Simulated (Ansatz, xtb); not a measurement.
Breaking the O3–H4 bond in BeFHO (SMILES [OH][Be][F]) (multiplicity 1 held, fragments rigid). Energies count from the point at 0.954 Å.
Geometry at that point (charge 0, multiplicity 1):
```xyz
4

Be     0.029     0.015    -0.026
F      0.983     0.528    -0.895
O     -0.999    -0.467     0.825
H     -0.973    -1.072     1.561
```

Restricted levels (R-, RO-) in cc, def2 and unpolarised 6-31G sets keep to the state of the molecule at rest. Unrestricted levels (U-) break spin symmetry where that is lower. Active spaces are followed from a long bond inwards. Levels need not reach the same state.

Frozen-core correlation.

Codes used: Ansatz (Gaussian orbitals); xtb for the GFN methods. Each number belongs to the level named beside it. The GFN methods have no spin term and hold the electronic entropy of 300 K.

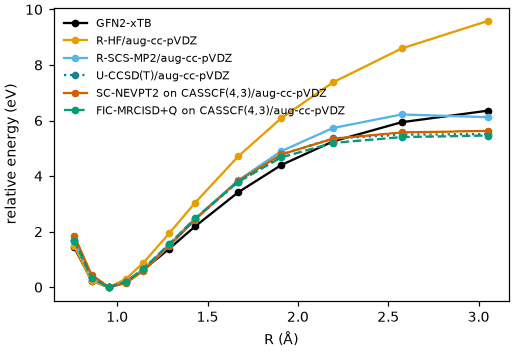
Figure: Relative energy along the coordinate

Task: Read off the R-HF/aug-cc-pVDZ curve at R = 1.669.

Result: about 4.7 eV

Doubts at one or more of the structures used: a restricted determinant that unrestricted orbitals would lower (R-HF/aug-cc-pVDZ, R-SCS-MP2/aug-cc-pVDZ); a spin-contaminated determinant (U-CCSD(T)/aug-cc-pVDZ); T1 above 0.05 (U-CCSD(T)/aug-cc-pVDZ); active orbitals that take no part (SC-NEVPT2 on CASSCF(4,3)/aug-cc-pVDZ, FIC-MRCISD+Q on CASSCF(4,3)/aug-cc-pVDZ).

Ansatz is a quantum-chemistry and plane-wave program.
